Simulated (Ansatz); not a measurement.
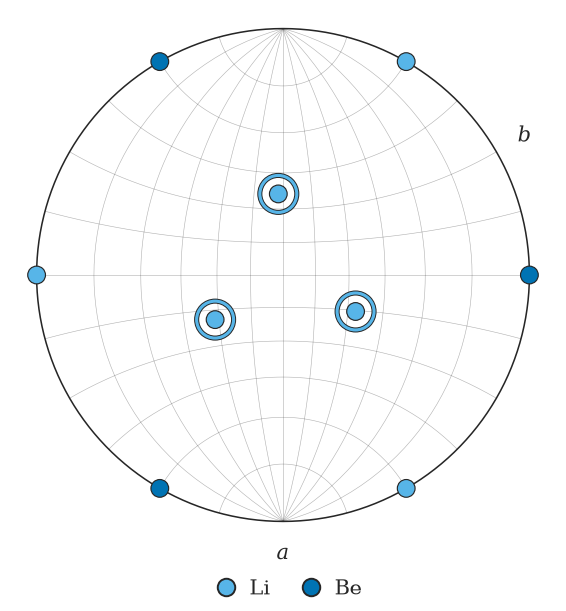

For Li5Be, the geometry relaxed with DFT PBE, scalar-relativistic, plane waves, PAW (Ansatz 0.2.0); the starting structure was generated, so it need not be a known form of this composition: directions from one lithium atom at (2/3, 1/3, 1/2) to its bonded neighbours, in stereographic projection down c (filled: above the plane of the page or in it, open: below). The drawing is computed from the coordinates (standard cell, symmetry found to 0.002 Å).

Neighbours are counted up to 2.97 Å for Li, 3.18 Å for Be.

```
CELL_PARAMETERS angstrom
4.92923 0.00000 0.00000
-2.46462 4.26884 0.00000
0.00000 0.00000 4.60387
ATOMIC_POSITIONS crystal
Li 0.00000 0.68971 0.00000
Li 0.68971 0.00000 0.00000
Li 0.31029 0.31029 0.00000
Li 0.66667 0.33333 0.50000
Li 0.33333 0.66667 0.50000
Be 0.00000 0.00000 0.50000
```

Q: How many neighbours are there, and at what angles?

A: 12: 3 Li at 2.85 Å, 3 Be at 2.85 Å, 6 Li at 2.86 Å. Angles between bonds: 58° (6×), 60° (12×), 62° (6×), 88° (6×), 92° (6×), 107° (3×), 120° (12×), 122° (6×), 145° (6×), 180° (3×).

Q: What is the site's symmetry in the crystal?

A: Point group -6 (C3h), order 6: one −6 axis, one mirror plane. In P-62m, No. 189 this is Wyckoff position 2d.
